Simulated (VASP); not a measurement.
Band structure of MoP (relaxed from the rock salt structure, space group Fm-3m). Computed with PBEsol GGA, VASP's PBE PAW potentials (set 64) (plane waves; VASP).

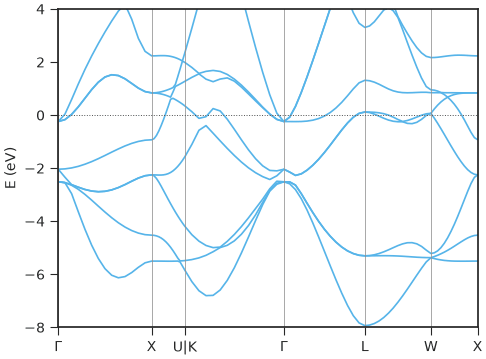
*Bands along high-symmetry lines, zero at the valence-band maximum or, without a gap, the Fermi level*

Problem. Read the plot: is there a gap, and where are the band edges?

Solution. It has no gap at this level: it comes out as a metal or semimetal. (Edges off the drawn lines would not show.)

The structure was generated: MoP was put into the rock salt type (Fm-3m), which need not be its known phase. It was relaxed first, which changed the volume by -34 %. The electron count is odd and the run is not spin-polarised, which forces a metal. VASP warned that the highest band is occupied, so more bands are needed.
